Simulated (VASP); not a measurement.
# A VASP study of LaBRh3 (rev-vdW-DF2): structure first, properties next, part 2 of 5

What structure does LaBRh3 take at this level, and what are its properties? The start is a cell from a database of measured crystal structures.

VASP 6.6.1; rev-vdW-DF2; plane waves and PAW (La, B, Rh_pv).

Still holding for the runs below: This run has no spin polarisation. Its electron count is odd, so without a moment it is a metal by construction.

So far. Step 2 (Full relaxation (rev-vdW-DF2)): It ends with forces that vanish by symmetry and a pressure of 0.02 GPa. The volume lies +0.7 % from that of the database's start.

## 3. Density, ELF and potential (rev-vdW-DF2)

A single point on the relaxed cell gives a clean self-consistent state, with density, ELF and potential written out.

INCAR

```
SYSTEM = LaBRh3
PREC = Accurate
ENCUT = 420
EDIFF = 1E-06
NELM = 100
ISMEAR = 1
SIGMA = 0.2
LREAL = .FALSE.
ALGO = Normal
GGA = MK
AGGAC = 0
LUSE_VDW = .TRUE.
PARAM1 = 0.1234
PARAM2 = 0.711357
ZAB_VDW = -1.8867
LASPH = .TRUE.
NBANDS = 36
LORBIT = 11
LWAVE = .FALSE.
LCHARG = .TRUE.
ISIF = 2
LELF = .TRUE.
LVHAR = .TRUE.
```

POSCAR

```
LaBRh3
1.0
    4.2525043105      0.0000000000      0.0000000000
    0.0000000000      4.2525043105      0.0000000000
    0.0000000000      0.0000000000      4.2525043105
La B Rh
1 1 3
Direct
    0.0000000000      0.0000000000      0.0000000000
    0.5000000000      0.5000000000      0.5000000000
    0.0000000000      0.5000000000      0.5000000000
    0.5000000000      0.0000000000      0.5000000000
    0.5000000000      0.5000000000      0.0000000000
```

KPOINTS

```
Automatic mesh
0
Gamma
5 5 5
0 0 0
```

PAW data sets: La, B and Rh_pv (PBE family, release 64).

The run is started by

```console
> mpirun -np 4 vasp_std
```

Output:

```text
[banner, memory and clock lines left out]
running    4 mpi-ranks, on    1 nodes
 distrk:  each k-point on    4 cores,    1 groups
 distr:  one band on    1 cores,    4 groups

 POSCAR found type information on POSCAR LaB Rh
 POSCAR found :  3 types and       5 ions
 [... a notice as in an earlier step ...]

 [... a notice as in an earlier step ...]

 LDA part: xc-table for (Slater+PW92), standard interpolation
 POSCAR, INCAR and KPOINTS ok, starting setup
 FFT: planning ... GRIDC
 FFT: planning ... GRID_SOFT
 FFT: planning ... GRID
 WAVECAR not read
 entering main loop
       N       E                     dE             d eps       ncg     rms          rms(c)
DAV:   1     0.570758375894E+03    0.57076E+03   -0.28603E+04  1008   0.210E+03
DAV:   2     0.499200411487E+02   -0.52084E+03   -0.50034E+03   728   0.496E+02
DAV:   3    -0.227426076729E+02   -0.72663E+02   -0.67863E+02   980   0.144E+02
DAV:   4    -0.285868691749E+02   -0.58443E+01   -0.57789E+01  1308   0.512E+01
DAV:   5    -0.288347512025E+02   -0.24788E+00   -0.24586E+00  1072   0.674E+00    0.205E+01
DAV:   6    -0.270233030896E+02    0.18114E+01   -0.44297E+01  1040   0.418E+01    0.813E+00
DAV:   7    -0.258936318478E+02    0.11297E+01   -0.88442E+00  1128   0.217E+01    0.428E+00
DAV:   8    -0.258977750224E+02   -0.41432E-02   -0.63721E-01  1232   0.488E+00    0.172E+00
DAV:   9    -0.258808697940E+02    0.16905E-01   -0.13547E-01  1136   0.267E+00    0.552E-01
DAV:  10    -0.258819880293E+02   -0.11182E-02   -0.89122E-03  1064   0.655E-01    0.138E-01
DAV:  11    -0.258822704068E+02   -0.28238E-03   -0.13845E-03  1256   0.291E-01    0.666E-02
DAV:  12    -0.258823089965E+02   -0.38590E-04   -0.19544E-04  1200   0.790E-02    0.360E-02
DAV:  13    -0.258822991066E+02    0.98899E-05   -0.20789E-04  1064   0.115E-01    0.143E-02
DAV:  14    -0.258822932733E+02    0.58333E-05   -0.27372E-05  1008   0.397E-02    0.271E-03
DAV:  15    -0.258822932899E+02   -0.16593E-07   -0.10805E-06   584   0.775E-03
   1 F= -.25882293E+02 E0= -.25881595E+02  d E =-.209564E-02
```

Wall time 19 s (4 MPI ranks of AMD EPYC 7R43, shared host); peak memory 0.75 GiB; 73 s of CPU time.

OUTCAR, selected parts (step 3):

```text
  LATTYP: Found a simple cubic cell.
 ALAT       =     4.2525043105

The static configuration has the point symmetry O_h .

 Found     10 irreducible k-points:

   ENCUT  =  420.0 eV  30.87 Ry    5.56 a.u.   7.11  7.11  7.11*2*pi/ulx,y,z

   NELECT =      59.0000    total number of electrons

 E-fermi :  10.2232

 k-point     1 :       0.0000    0.0000    0.0000
  band No.  band energies     occupation
    ...
     24       9.0172      2.00000
     25       9.0172      2.00000
     26       9.6943      2.00118
     27       9.6943      2.00118
     28       9.6943      2.00118
     29      10.4222     -0.04918
     30      10.4601     -0.07039
     31      10.4601     -0.07039
     32      10.4601     -0.07039
     33      13.5295     -0.00000
    ...

 k-point     2 :       0.2000    0.0000    0.0000
  band No.  band energies     occupation
    ...
     25       8.8820      2.00000
     26       8.8820      2.00000
     27       9.0088      2.00000
     28       9.9104      2.04944
     29      10.1387      1.64909
     30      10.4609     -0.07049
     31      11.3371     -0.00000
     32      11.3371     -0.00000
     33      13.5017     -0.00000
     34      13.5538     -0.00000
    ...

Total vdW correction in eV:      7.5758246

  Total        0.0084399      0.0084399      0.0084399     -0.0000000     -0.0000000     -0.0000000
  in kB        0.1758393      0.1758393      0.1758393     -0.0000000     -0.0000000     -0.0000000
  external PRESSURE =       0.1758393 kB  Pullay stress =       0.0000000 kB

  energy-cutoff  :      420.00
  volume of cell :       76.90
      direct lattice vectors                 reciprocal lattice vectors
     4.252504310  0.000000000  0.000000000     0.235155552  0.000000000  0.000000000
     0.000000000  4.252504310  0.000000000     0.000000000  0.235155552  0.000000000
     0.000000000  0.000000000  4.252504310     0.000000000  0.000000000  0.235155552

 POSITION                                       TOTAL-FORCE (eV/Angst)
 -----------------------------------------------------------------------------------
      0.00000      0.00000      0.00000         0.000000      0.000000      0.000000
      2.12625      2.12625      2.12625         0.000000      0.000000      0.000000
      0.00000      2.12625      2.12625         0.000000      0.000000      0.000000
      2.12625      0.00000      2.12625         0.000000      0.000000      0.000000
      2.12625      2.12625      0.00000         0.000000      0.000000      0.000000
 -----------------------------------------------------------------------------------
    total drift:                                0.000000      0.000000      0.000000

  FREE ENERGIE OF THE ION-ELECTRON SYSTEM (eV)
  ---------------------------------------------------
  free  energy   TOTEN  =       -25.8822932899 eV

  energy  without entropy=      -25.8801976464  energy(sigma->0) =      -25.88159474

Total vdW correction in eV:      7.5758515

[... 5 parts as in an earlier step ...]

[... 6 further parts left out ...]
```

This step gave:

- SCF cycles: 15
- pressure: 0.01758 GPa

Valence electrons inside each PAW sphere by angular momentum. Sphere charges, by row:

```csv
atom,s (e),p (e),d (e),f (e),tot (e)
La1,2.051,5.61,0.836,0.23,8.727
B2,0.736,1.108,0,0,1.844
Rh3,0.366,6.237,7.313,0,13.91
Rh4,0.366,6.237,7.313,0,13.91
Rh5,0.366,6.237,7.313,0,13.91
```

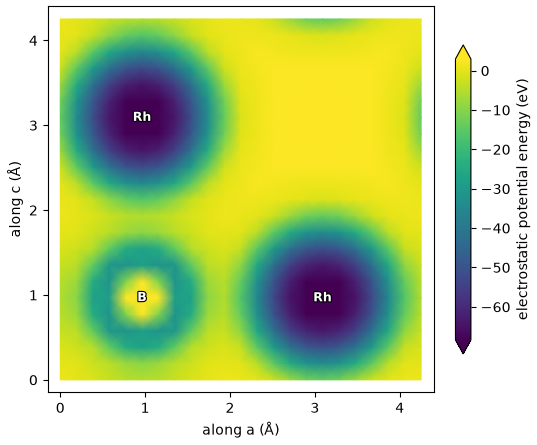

Electrostatic potential energy in the ac plane at fractional y = 0.500, with atoms of B and Rh within 0.2 Å of it. With pseudopotentials it is smooth inside the atoms' cores, unlike the true potential. The map starts off the cell's origin, so that atoms lie inside it.

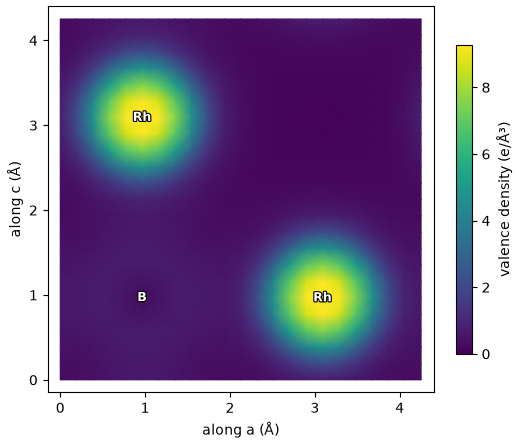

Valence density in the ac plane at fractional y = 0.500, with atoms of B and Rh within 0.2 Å of it. It is the smooth field of the valence electrons, not physical close to the nuclei. The map starts off the cell's origin, so that atoms lie inside it.

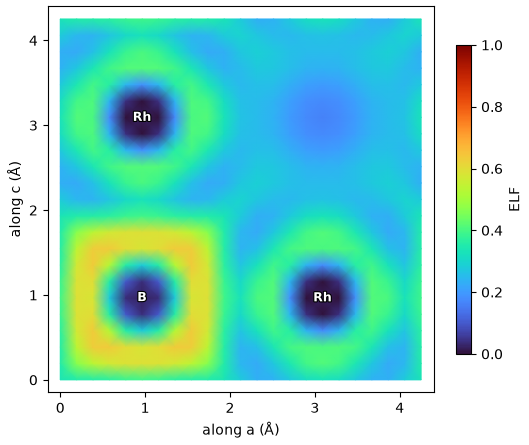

ELF in the ac plane at fractional y = 0.500, with atoms of B and Rh within 0.2 Å of it. It is the smooth field of the valence electrons, not physical close to the nuclei. The map starts off the cell's origin, so that atoms lie inside it.

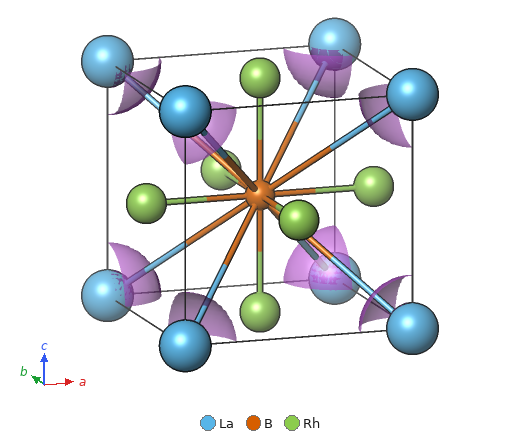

Surface of ELF = 0.78.

In this run the pressure is 0.02 GPa, small enough to go on.

## 4. Band structure (rev-vdW-DF2)

Levels along the symmetry lines show where the bands peak and cross; KPOINTS_OPT computes them in the converged potential.

Edit INCAR of step 3 so:

```diff
@@ -16,8 +16,6 @@
 LASPH = .TRUE.
-NBANDS = 36
+NBANDS = 45
 LORBIT = 11
 LWAVE = .FALSE.
-LCHARG = .TRUE.
-ISIF = 2
-LELF = .TRUE.
-LVHAR = .TRUE.
+LCHARG = .FALSE.
+KPAR = 4
```

POSCAR is that of step 3.

KPOINTS is that of step 3.

KPOINTS_OPT

```
Line mode
16
Line-mode
Reciprocal
  0.00000000   0.00000000   0.00000000 GAMMA
  0.00000000   0.50000000   0.00000000 X

  0.00000000   0.50000000   0.00000000 X
  0.50000000   0.50000000   0.00000000 M

  0.50000000   0.50000000   0.00000000 M
  0.00000000   0.00000000   0.00000000 GAMMA

  0.00000000   0.00000000   0.00000000 GAMMA
  0.50000000   0.50000000   0.50000000 R

  0.50000000   0.50000000   0.50000000 R
  0.00000000   0.50000000   0.00000000 X

  0.50000000   0.50000000   0.00000000 M
  0.50000000   0.50000000   0.50000000 R
```

The run is started by

```console
> mpirun -np 4 vasp_std
```

Output:

```text
[banner, memory and clock lines left out]
running    4 mpi-ranks, on    1 nodes
 distrk:  each k-point on    1 cores,    4 groups
 distr:  one band on    1 cores,    1 groups

 POSCAR found type information on POSCAR LaB Rh
 POSCAR found :  3 types and       5 ions
 [... a notice as in an earlier step ...]

 [... a notice as in an earlier step ...]

 LDA part: xc-table for (Slater+PW92), standard interpolation
 POSCAR, INCAR and KPOINTS ok, starting setup
 FFT: planning ... GRIDC
 FFT: planning ... GRID_SOFT
 FFT: planning ... GRID
 WAVECAR not read
 entering main loop
       N       E                     dE             d eps       ncg     rms          rms(c)
DAV:   1     0.563920665896E+03    0.56392E+03   -0.27393E+04  1281   0.171E+03
DAV:   2     0.243692093512E+02   -0.53955E+03   -0.49117E+03   967   0.417E+02
DAV:   3    -0.255422934071E+02   -0.49912E+02   -0.44297E+02  1023   0.120E+02
DAV:   4    -0.287762320665E+02   -0.32339E+01   -0.31937E+01  1518   0.296E+01
DAV:   5    -0.288460644446E+02   -0.69832E-01   -0.69632E-01  1203   0.308E+00    0.205E+01
DAV:   6    -0.271972603364E+02    0.16488E+01   -0.22218E+01  1224   0.334E+01    0.829E+00
DAV:   7    -0.258974088974E+02    0.12999E+01   -0.55301E+00  1267   0.144E+01    0.420E+00
DAV:   8    -0.258882982950E+02    0.91106E-02   -0.28154E-01  1352   0.302E+00    0.165E+00
DAV:   9    -0.258809555813E+02    0.73427E-02   -0.52590E-02  1352   0.171E+00    0.484E-01
DAV:  10    -0.258817853490E+02   -0.82977E-03   -0.69804E-03  1278   0.507E-01    0.156E-01
DAV:  11    -0.258822669839E+02   -0.48163E-03   -0.12231E-03  1512   0.238E-01    0.754E-02
DAV:  12    -0.258823140680E+02   -0.47084E-04   -0.20878E-04  1315   0.675E-02    0.330E-02
DAV:  13    -0.258822963853E+02    0.17683E-04   -0.84636E-05  1323   0.860E-02    0.109E-02
DAV:  14    -0.258822933219E+02    0.30634E-05   -0.89120E-06  1163   0.238E-02    0.291E-03
DAV:  15    -0.258822932685E+02    0.53377E-07   -0.52160E-07   641   0.500E-03
   1 F= -.25882293E+02 E0= -.25881594E+02  d E =-.209636E-02
 Start KPOINTS_OPT (optional k-point list driver)
k-point batch [1-10\96]
       N       E                     dE             ncg
DAV:   1     0.133868431995E+04   -0.11912E+04     1241
DAV:   2    -0.421092112498E+04   -0.55496E+04      925
DAV:   3    -0.467776233984E+04   -0.46684E+03     1029
DAV:   4    -0.471186555469E+04   -0.34103E+02     1544
DAV:   5    -0.471252321639E+04   -0.65766E+00     1129
DAV:   6    -0.471257408201E+04   -0.50866E-01     1576
DAV:   7    -0.471257485941E+04   -0.77740E-03     1150
DAV:   8    -0.471257488227E+04   -0.22858E-04     1336
DAV:   9    -0.471257488252E+04   -0.25205E-06      670
[...]
k-point batch [91-96\96]
       N       E                     dE             ncg
DAV:   1     0.805302408386E+04   -0.10495E+05      724
DAV:   2     0.474281081575E+04   -0.33102E+04      571
DAV:   3     0.445060218288E+04   -0.29221E+03      600
DAV:   4     0.443276130826E+04   -0.17841E+02      918
DAV:   5     0.443246776984E+04   -0.29354E+00      688
DAV:   6     0.443244528745E+04   -0.22482E-01      984
DAV:   7     0.443244500567E+04   -0.28178E-03      702
DAV:   8     0.443244499819E+04   -0.74805E-05      832
DAV:   9     0.443244499806E+04   -0.13887E-06      393
```

Elapsed: 81 s, on 4 MPI ranks; peak memory 1.2 GiB.

OUTCAR, selected parts (step 4):

```text
The static configuration has the point symmetry O_h .

 Found     10 irreducible k-points:

   k-points           NKPTS =     10   k-points in BZ     NKDIM =     10   number of bands    NBANDS=     45

   NELECT =      59.0000    total number of electrons

 E-fermi :  10.2232

 k-point     1 :       0.0000    0.0000    0.0000
  band No.  band energies     occupation
    ...
     24       9.0172      2.00000
     25       9.0172      2.00000
     26       9.6943      2.00118
     27       9.6943      2.00118
     28       9.6943      2.00118
     29      10.4222     -0.04917
     30      10.4601     -0.07039
     31      10.4601     -0.07039
     32      10.4601     -0.07039
     33      13.5294     -0.00000
    ...

 k-point     2 :       0.2000    0.0000    0.0000
  band No.  band energies     occupation
    ...
     25       8.8820      2.00000
     26       8.8820      2.00000
     27       9.0089      2.00000
     28       9.9104      2.04944
     29      10.1387      1.64911
     30      10.4609     -0.07049
     31      11.3371     -0.00000
     32      11.3371     -0.00000
     33      13.5016     -0.00000
     34      13.5537     -0.00000
    ...

Total vdW correction in eV:      7.5758239

  Total        0.0088630      0.0088630      0.0088630     -0.0000000     -0.0000000      0.0000000
  in kB        0.1846534      0.1846534      0.1846534     -0.0000000     -0.0000000      0.0000000
  external PRESSURE =       0.1846534 kB  Pullay stress =       0.0000000 kB

  FREE ENERGIE OF THE ION-ELECTRON SYSTEM (eV)
  ---------------------------------------------------
  free  energy   TOTEN  =       -25.8822932685 eV

  energy  without entropy=      -25.8801969064  energy(sigma->0) =      -25.88159448

Total vdW correction in eV:      7.5758564

[... 9 parts as in an earlier step ...]

[... 5 further parts left out ...]
```

Spin-orbit coupling is off here; with elements this heavy it splits and shifts levels by tenths of an eV or more.

Numbers from this step:

| Quantity | Value |
| --- | --- |
| bands | 45 |
| pressure | 0.01847 GPa |

The electronic bands at the labelled points (eV, zero at the Fermi level; # counts the bands kept, so #1 is VASP's band 14):

```csv
point,#13,#14,#15,#16,#17,#18,#19,#20
Γ,-0.53,-0.53,-0.53,0.20,0.24,0.24,0.24,3.31
X,-1.11,-1.11,-1.01,-0.75,0.24,1.73,1.73,3.25
M,-1.58,-1.38,-1.11,-1.08,-0.40,1.62,1.62,3.29
Γ,-0.53,-0.53,-0.53,0.20,0.24,0.24,0.24,3.31
R,-1.32,0.07,0.07,0.07,2.03,2.03,2.03,2.72
X,-1.11,-1.11,-1.01,-0.75,0.24,1.73,1.73,3.25
jump to M,-1.58,-1.38,-1.11,-1.08,-0.40,1.62,1.62,3.29
R,-1.32,0.07,0.07,0.07,2.03,2.03,2.03,2.72
```

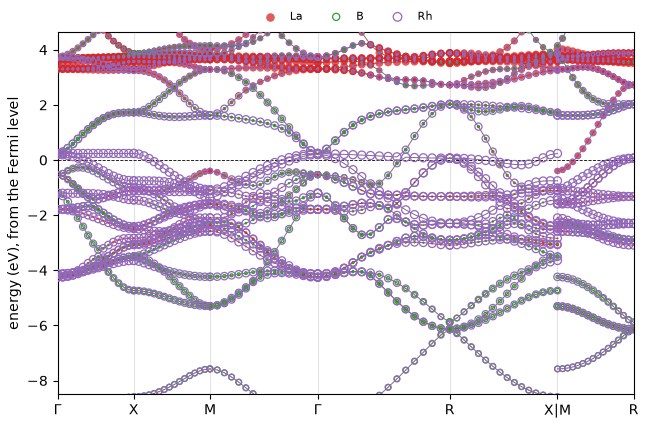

Electronic bands along the path; dots are coloured as in the legend, and their area grows with the weight.

There is no gap at this level.

## 5. Density of states (rev-vdW-DF2)

Here the states are counted by energy and projected on the atoms. The mesh is finer than in the run before.

Edit INCAR of step 4 so:

```diff
@@ -5,3 +5,3 @@
 NELM = 100
-ISMEAR = 1
+ISMEAR = -5
 SIGMA = 0.2
@@ -21 +21,2 @@
 KPAR = 4
+NEDOS = 2001
```

POSCAR is that of step 4.

KPOINTS

```
Automatic mesh
0
Gamma
7 7 7
0 0 0
```

The run is started by

```console
> mpirun -np 4 vasp_std
```

Output:

```text
[... set-up lines as in an earlier step ...]
 entering main loop
       N       E                     dE             d eps       ncg     rms          rms(c)
DAV:   1     0.568367359083E+03    0.56837E+03   -0.27357E+04  2466   0.169E+03
DAV:   2     0.227316308167E+02   -0.54564E+03   -0.50019E+03  1911   0.415E+02
DAV:   3    -0.255662036208E+02   -0.48298E+02   -0.43141E+02  2026   0.117E+02
DAV:   4    -0.287706360276E+02   -0.32044E+01   -0.31576E+01  3056   0.288E+01
DAV:   5    -0.288302283112E+02   -0.59592E-01   -0.59335E-01  2291   0.312E+00    0.205E+01
DAV:   6    -0.271593975648E+02    0.16708E+01   -0.22544E+01  2457   0.333E+01    0.844E+00
DAV:   7    -0.259199575148E+02    0.12394E+01   -0.65057E+00  2510   0.145E+01    0.426E+00
DAV:   8    -0.258984393345E+02    0.21518E-01   -0.24109E-01  2664   0.268E+00    0.157E+00
DAV:   9    -0.258920948642E+02    0.63445E-02   -0.30197E-02  2614   0.114E+00    0.382E-01
DAV:  10    -0.258939401639E+02   -0.18453E-02   -0.46343E-03  2491   0.314E-01    0.135E-01
DAV:  11    -0.258942487698E+02   -0.30861E-03   -0.11864E-03  3046   0.174E-01    0.685E-02
DAV:  12    -0.258942215616E+02    0.27208E-04   -0.79982E-05  2646   0.637E-02    0.154E-02
DAV:  13    -0.258943107079E+02   -0.89146E-04   -0.15207E-05  2680   0.288E-02    0.492E-03
DAV:  14    -0.258943021424E+02    0.85656E-05   -0.86890E-07  1627   0.661E-03    0.159E-03
DAV:  15    -0.258942978380E+02    0.43043E-05   -0.22811E-07  1151   0.362E-03    0.560E-04
DAV:  16    -0.258942980482E+02   -0.21021E-06   -0.69275E-08  1075   0.245E-03
   1 F= -.25894298E+02 E0= -.25894298E+02  d E =0.000000E+00
 -----------------------------------------------------------------------------
|                                                                             |
|           W    W    AA    RRRRR   N    N  II  N    N   GGGG   !!!           |
|           W    W   A  A   R    R  NN   N  II  NN   N  G    G  !!!           |
|           W    W  A    A  R    R  N N  N  II  N N  N  G       !!!           |
|           W WW W  AAAAAA  RRRRR   N  N N  II  N  N N  G  GGG   !            |
|           WW  WW  A    A  R   R   N   NN  II  N   NN  G    G                |
|           W    W  A    A  R    R  N    N  II  N    N   GGGG   !!!           |
|                                                                             |
|     Tetrahedron method does not include variations of the Fermi             |
|     occupations, so forces and stress will be inaccurate. We suggest        |
|     using a different smearing scheme ISMEAR = 1 or 2 for metals in         |
|     relaxations.                                                            |
|                                                                             |
 -----------------------------------------------------------------------------
```

It took 50 s on 4 MPI ranks; peak memory 1.3 GiB; 3.3 min of CPU time.

OUTCAR, selected parts (step 5):

```text
   k-points           NKPTS =     20   k-points in BZ     NKDIM =     20   number of bands    NBANDS=     45

   NELECT =      59.0000    total number of electrons

 E-fermi :  10.1725

 k-point     1 :       0.0000    0.0000    0.0000
  band No.  band energies     occupation
    ...
     24       8.9893      2.00000
     25       8.9893      2.00000
     26       9.6785      2.00000
     27       9.6785      2.00000
     28       9.6785      2.00000
     29      10.4018     -0.11228
     30      10.4304      0.00000
     31      10.4304      0.00000
     32      10.4304      0.00000
     33      13.5432      0.00000
    ...

Total vdW correction in eV:      7.5701712

  Total        0.0319575      0.0319575      0.0319575      0.0000000      0.0000000      0.0000000
  in kB        0.6658091      0.6658091      0.6658091      0.0000000      0.0000000      0.0000000
  external PRESSURE =       0.6658091 kB  Pullay stress =       0.0000000 kB

  FREE ENERGIE OF THE ION-ELECTRON SYSTEM (eV)
  ---------------------------------------------------
  free  energy   TOTEN  =       -25.8942980482 eV

  energy  without entropy=      -25.8942980482  energy(sigma->0) =      -25.89429805

Total vdW correction in eV:      7.5701736

[... 7 parts as in an earlier step ...]

[... 10 further parts left out ...]
```

With tetrahedra the forces and stress of a metal are not exact derivatives of the energy.

Numbers from this step:

- SCF cycles: 16
- irreducible k-points: 20
- free energy (TOTEN): -25.89 eV
- Fermi energy: 10.17 eV
- pressure: 0.06658 GPa
- DOS at the Fermi level: 5.360 states/eV/cell

The density of states has structure finer than the step of the table below, so its rows give means over 1 eV, whole bins alone (the curve runs from -12.0 to 3.50 eV). Peaks (eV: height): total -2.7: 10.4, -2.3: 12.8, -1.2: 15.0, 3.4: 13.5; Rh d -2.7: 7.04, -2.3: 9.57, -1.7: 7.57, -1.2: 12.1; Rh s -2.7: 0.312, -1.2: 0.251, 1.6: 0.825, 2.1: 0.411; Rh p -0.7: 0.271, 1.6: 0.305, 2.1: 0.266, 3.4: 0.614; La f 3.4: 7.67.

States under -12.0 eV and over 3.5 eV are left out. Table of density of states by energy, zero at the Fermi level; means over each step; values in states/eV/cell:

```csv
energy (eV),total,Rh d,Rh s,Rh p,La f
-11,0,0,0,0,0
-10,0.00654,0.00161,0.00113,3.2e-5,0
-9,0.630,0.156,0.0875,0.0171,3.3e-5
-8,1.14,0.255,0.124,0.0652,7.4e-5
-7,0.221,0.0471,0.0209,0.0169,6.5e-5
-6,0.357,0.164,0.0395,0.00366,1.2e-4
-5,2.28,1.04,0.190,0.0746,0.00363
-4,4.03,2.33,0.121,0.148,0.0175
-3,6.22,4.10,0.186,0.0983,0.0299
-2,8.48,6.33,0.138,0.148,0.0576
-1,7.64,5.87,0.130,0.178,0.111
0,2.75,2.21,0.0376,0.0746,0.00902
1,0.666,0.342,0.0404,0.0514,0.00960
2,3.61,1.74,0.333,0.208,0.106
3,5.04,0.815,0.0549,0.327,1.77
```

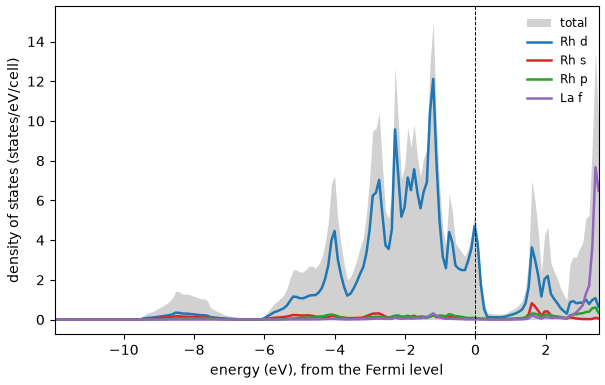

Density of states, plotted against energy.

The finer mesh and the other smearing move the Fermi level by -0.05 eV from the 5×5×5 run, one measure of the sampling error in the zero of the bands above. Of the states within 0.3 eV of the Fermi level, the largest shares in the PAW spheres are Rh d 84 %. The rest lies in smaller channels or between the spheres.

[end of part 2 of 5]

[Lines on the potential files, build, host, timing and source positions are cut from VASP's logs without a mark.]

[Logs are printed without paths, hosts, clocks, repeated set-up lines and the standing remarks that a program may print on its own settings, such as how far it seeks lower states.]

[Hosts, paths, dates, database ids (printed as entryN), source tags and the programs' standing remarks are cut or masked in the printed files.]

[A measured line is paired with the nearest computed mode of its activity, which favours agreement.]
